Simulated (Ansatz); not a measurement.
# Polymorphs of AlRu

17 relaxations of AlRu ended in 7 distinct structures. Computed with PBEsol (plane waves to 420 eV, PAW, scalar-relativistic; Ansatz, a program for electronic structure).

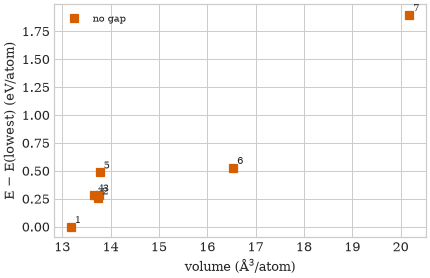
Fig. 1. Energy against volume of the distinct structures, numbered as in the table

```csv
#,space group,Pearson,type,E − E(lowest) (eV/atom),V (Å³/atom),coordination,runs ending here
1,Pm-3m,cP2,CsCl type,0.00,13.18,"Al 8 (cubic)+6, Ru 8 (cubic)+6",10
2,P6₃/mmc,hP12,–,0.26,13.75,–,1
3,P6₃/mmc,hP4,NiAs type,0.28,13.76,"Al 6+6, Ru 6+6",1
4,Pbcm,oP8,–,0.28,13.66,–,2
5,Fd-3m,cF16,"AFLOW prototype AB_cF16_227_a_b (B32, as in NaTl)",0.49,13.78,–,1
6,P6/mmm,hP6,"AFLOW prototype AB_hP6_191_f_ad (B35, as in CoSn)",0.53,16.54,–,1
7,F-43m,cF8,zinc blende type,1.90,20.18,"Ru 4 (tetrahedral), Al 4 (tetrahedral)",1
```

Coordination numbers (neighbours up to the widest gap in distance over summed covalent radii, below 1.35; n+m marks a second, longer set). All are gapless at this level. Pm-3m, cP2, CsCl type is the lowest among the structures calculated here.

Space group Pm-3m (No. 221); a = 2.9763 Å, b = 2.9763 Å, c = 2.9763 Å, α = 90.00°, β = 90.00°, γ = 90.00°

```tsv
atom	site	symmetry	x	y	z
Al	1a	m-3m	0.0000	0.0000	0.0000
Ru	1b	m-3m	0.5000	0.5000	0.5000
```

1 run with a doubtful electronic state, a coarser numerical grid, an end not at rest or a source that can't be used is left out. Each run could gain symmetry but not lose that of its start, so entries can be saddle points. From databases, or of a type measured for this composition: Pm-3m, cP2, CsCl type; the others are generated cells (placed on structure types, drawn at random, substituted or restacked) that were not matched to a known phase here. Energies are at zero temperature and pressure, without zero-point motion. Each cell has its own k-point mesh; energy differences are given only to the digits this allows. No spin polarisation in the result. A magnetic state may lie lower.
